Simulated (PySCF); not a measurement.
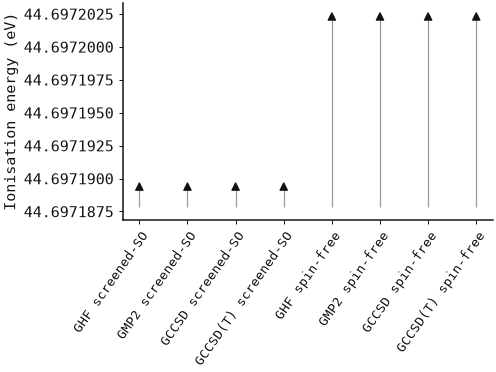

The ionisation energy of Si³⁺ ([Ne] 3s₁/₂ → [Ne]) across levels of theory. PySCF, x2c-TZVPall-2c, two-component X2C-1e. 10 core electrons frozen.

Question: Which methods come out highest and lowest?

Answer: The values run from 44.6972 eV (GHF spin-free, GMP2 spin-free, GCCSD spin-free and GCCSD(T) spin-free) to 44.6972 eV (GHF spin-free, GMP2 spin-free, GCCSD spin-free and GCCSD(T) spin-free). The measured value is 45.1418 ± 0.00007 eV, off the plot; all methods lie below it by about 0.44 eV, far more than they differ, so the miss comes from what they share, the basis first of all.

```json
{"Method": "GHF spin-free", "Ionisation energy (eV)": "44.6972"}
{"Method": "GMP2 spin-free", "Ionisation energy (eV)": "44.6972"}
{"Method": "GCCSD spin-free", "Ionisation energy (eV)": "44.6972"}
{"Method": "GCCSD(T) spin-free", "Ionisation energy (eV)": "44.6972"}
{"Method": "GHF screened-SO", "Ionisation energy (eV)": "44.6972"}
{"Method": "GMP2 screened-SO", "Ionisation energy (eV)": "44.6972"}
{"Method": "GCCSD screened-SO", "Ionisation energy (eV)": "44.6972"}
{"Method": "GCCSD(T) screened-SO", "Ionisation energy (eV)": "44.6972"}
```
